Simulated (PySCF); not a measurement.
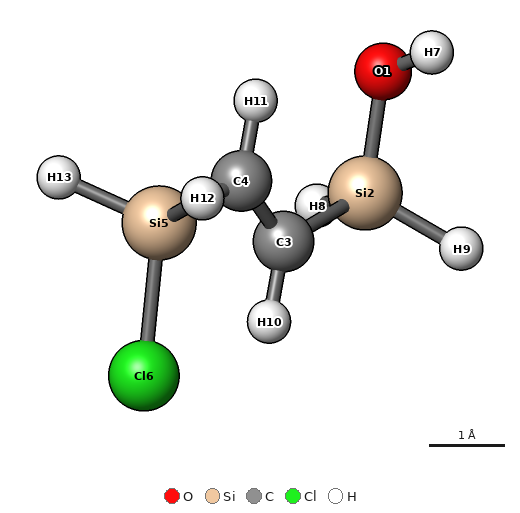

The structure (ball-and-stick view, seen at a tilt; atoms are numbered from 1 in the order of the input).

## C2H7ClOSi2: one change and its effect

System: C2H7ClOSi2.
Method of run 1: GIAO PBE0/6-31G* NMR shielding, non-relativistic, gas phase (PySCF 2.14.0).

The geometry comes from this level: PBE0-D3(BJ)/def2-SVP. Text and figures count atoms from 1; the logs count them from 0 in places.

## The input, run 1
```
{"job": {"kind": "nmr", "xc": "PBE0", "basis": "6-31G*", "pop": true}, "charge": 0, "multiplicity": 1}
O     -2.539475    -0.535052     0.842820
Si    -2.035825     0.505151    -0.360821
C     -0.170485     0.457090    -0.501322
C      0.570409    -0.405860     0.214608
Si     2.428937    -0.522055     0.133782
Cl     3.118040     0.868122    -1.240542
H     -2.462343    -0.213865     1.745415
H     -2.669765     0.034874    -1.623271
H     -2.468814     1.911738    -0.082159
H      0.345427     1.147323    -1.185297
H      0.048606    -1.100340     0.891405
H      3.050277    -0.215701     1.454409
H      2.871382    -1.875614    -0.306208
```

The first line tells a small driver script what to run in PySCF; the rest is the geometry in Å.

Launched with:
```bash
OMP_NUM_THREADS=1 python <driver script> task.json out
```

Hardware: 1 CPU thread, shared host.

## Output (run 1)
```
coarse grid: 12472 points
cycle   1  E = -1194.2114590988  dE =  4.231e-01  |g| = 7.323e-01  |ddm| = 3.218e+00
cycle   2  E = -1194.0863994617  dE =  1.251e-01  |g| = 1.078e+00  |ddm| = 1.502e+00
cycle   3  E = -1194.3227294263  dE = -2.363e-01  |g| = 9.624e-02  |ddm| = 9.631e-01
cycle   4  E = -1194.3245956318  dE = -1.866e-03  |g| = 3.788e-02  |ddm| = 1.301e-01
cycle   5  E = -1194.3249743759  dE = -3.787e-04  |g| = 1.226e-02  |ddm| = 4.756e-02
cycle   6  E = -1194.3250099691  dE = -3.559e-05  |g| = 4.185e-03  |ddm| = 1.299e-02
cycle   7  E = -1194.3250146691  dE = -4.700e-06  |g| = 7.049e-04  |ddm| = 4.252e-03
final grid: 106832 points
cycle   8  E = -1194.2557153795  dE = -1.105e-05  |g| = 6.292e-03  |ddm| = 1.399e-02
cycle   9  E = -1194.2557083944  dE =  6.985e-06  |g| = 8.332e-03  |ddm| = 1.368e-02
cycle  10  E = -1194.2557258877  dE = -1.749e-05  |g| = 6.922e-04  |ddm| = 7.771e-03
cycle  11  E = -1194.2557259861  dE = -9.842e-08  |g| = 1.087e-04  |ddm| = 6.228e-04
cycle  12  E = -1194.2557259888  dE = -2.740e-09  |g| = 3.927e-05  |ddm| = 1.588e-04
cycle  13  E = -1194.2557259892  dE = -3.222e-10  |g| = 2.191e-05  |ddm| = 5.501e-05
converged SCF energy = -1194.2557259892

GIAO shielding tensors (ppm)
atom      isotropic    diamagn.    paramagn.     s11        s22        s33       span
  0 O      324.441     389.553     -65.113    293.704    324.119    355.499     61.795
  1 Si     422.099     881.366    -459.267    373.021    403.050    490.226    117.205
  2 C       44.601     257.937    -213.336    -74.956     29.094    179.667    254.623
  3 C       58.062     257.588    -199.525    -53.649     46.201    181.636    235.285
  4 Si     411.034     881.055    -470.021    350.487    408.300    474.314    123.827
  5 Cl    1040.183    1148.080    -107.897   1014.461   1042.413   1063.674     49.212
  6 H       31.546      29.149       2.397     24.697     26.222     43.719     19.022
  7 H       26.608      28.922      -2.314     23.272     25.231     31.320      8.047
  8 H       26.547      28.968      -2.422     22.923     25.370     31.347      8.424
  9 H       24.787      31.700      -6.912     20.736     23.352     30.274      9.537
 10 H       25.177      32.466      -7.289     22.647     23.591     29.294      6.647
 11 H       26.590      28.184      -1.595     22.816     25.088     31.866      9.050
 12 H       26.556      27.989      -1.434     22.705     25.051     31.911      9.206
```

Run 2 used a changed input.

## The two runs side by side

| quantity | run 1 | run 2 |
| --- | --- | --- |
| outcome | converged | converged |
| total energy (hartree) | −1194.255726 | −1194.408398 |
| HOMO (eV) | −8.05 | −8.20 |
| LUMO (eV) | −0.86 | −1.22 |
| dipole moment (D) | 2.14 | 1.74 |
| shielding of O1 (ppm) | 324.4 | 317.3 |
| shielding of Si2 (ppm) | 422.1 | 369.9 |
| shielding of C3 (ppm) | 44.6 | 24.8 |
| shielding of C4 (ppm) | 58.1 | 37.3 |
| shielding of Si5 (ppm) | 411.0 | 363.2 |
| shielding of Cl6 (ppm) | 1040.2 | 1001.0 |
| shielding of H11 (ppm) | 25.2 | 24.2 |
| SCF iterations | 13 | 14 |
| basis functions | 110 | 228 |
| wall time (shared host) | 18 s | 49 s |

What was changed in the input?

The change (lines with − go, lines with + come):
```diff
-"basis": "6-31G*"
+"basis": "6-311+G(2d,p)"
```

The total energy of run 2 is 95.8 kcal/mol lower, which measures the change of basis and not a stability. The HOMO goes from −8.05 to −8.20 eV. The LUMO goes from −0.86 to −1.22 eV. The dipole moment goes from 2.14 to 1.74 D. Of all shieldings, the largest change is that of Si2, by −52.2 ppm. Diffuse functions give room to the loosely bound empty orbitals, which lowers the LUMO. The SCF takes 14 iterations against 13. The basis functions go from 110 to 228.

## Output (run 2)
```
coarse grid: 12472 points
cycle   1  E = -1194.2798475184  dE =  3.699e-01  |g| = 7.774e-01  |ddm| = 2.972e+00
cycle   2  E = -1194.1150673131  dE =  1.648e-01  |g| = 1.203e+00  |ddm| = 1.325e+00
cycle   3  E = -1194.3898247403  dE = -2.748e-01  |g| = 1.173e-01  |ddm| = 8.804e-01
cycle   4  E = -1194.3920409559  dE = -2.216e-03  |g| = 5.126e-02  |ddm| = 1.322e-01
cycle   5  E = -1194.3926629012  dE = -6.219e-04  |g| = 1.306e-02  |ddm| = 5.391e-02
cycle   6  E = -1194.3926980196  dE = -3.512e-05  |g| = 5.823e-03  |ddm| = 1.379e-02
cycle   7  E = -1194.3927064490  dE = -8.429e-06  |g| = 1.226e-03  |ddm| = 4.699e-03
final grid: 106832 points
cycle   8  E = -1194.4083864267  dE = -3.412e-05  |g| = 7.352e-03  |ddm| = 5.138e-02
cycle   9  E = -1194.4083748632  dE =  1.156e-05  |g| = 1.023e-02  |ddm| = 1.350e-02
cycle  10  E = -1194.4083981246  dE = -2.326e-05  |g| = 9.980e-04  |ddm| = 7.881e-03
cycle  11  E = -1194.4083983022  dE = -1.776e-07  |g| = 2.843e-04  |ddm| = 8.435e-04
cycle  12  E = -1194.4083983214  dE = -1.928e-08  |g| = 1.009e-04  |ddm| = 3.451e-04
cycle  13  E = -1194.4083983239  dE = -2.433e-09  |g| = 3.352e-05  |ddm| = 9.943e-05
cycle  14  E = -1194.4083983241  dE = -2.569e-10  |g| = 7.073e-06  |ddm| = 2.898e-05
converged SCF energy = -1194.4083983241

GIAO shielding tensors (ppm)
atom      isotropic    diamagn.    paramagn.     s11        s22        s33       span
  0 O      317.273     384.788     -67.515    291.545    312.363    347.912     56.368
  1 Si     369.902     877.268    -507.366    322.061    347.109    440.536    118.475
  2 C       24.786     257.896    -233.110   -104.746      6.675    172.430    277.176
  3 C       37.279     258.086    -220.808    -85.906     23.043    174.698    260.604
  4 Si     363.231     878.742    -515.511    306.297    355.640    427.757    121.460
  5 Cl    1000.961    1147.913    -146.952    983.970    999.842   1019.071     35.100
  6 H       31.349      31.011       0.337     24.519     25.820     43.708     19.189
  7 H       26.215      28.123      -1.909     23.068     24.979     30.597      7.529
  8 H       26.036      28.155      -2.119     22.741     24.879     30.489      7.748
  9 H       23.928      32.575      -8.647     18.638     23.292     29.854     11.217
 10 H       24.236      34.049      -9.814     20.336     23.520     28.851      8.515
 11 H       25.947      28.137      -2.190     22.183     24.515     31.143      8.959
 12 H       25.932      27.937      -2.005     22.140     24.500     31.156      9.016
```
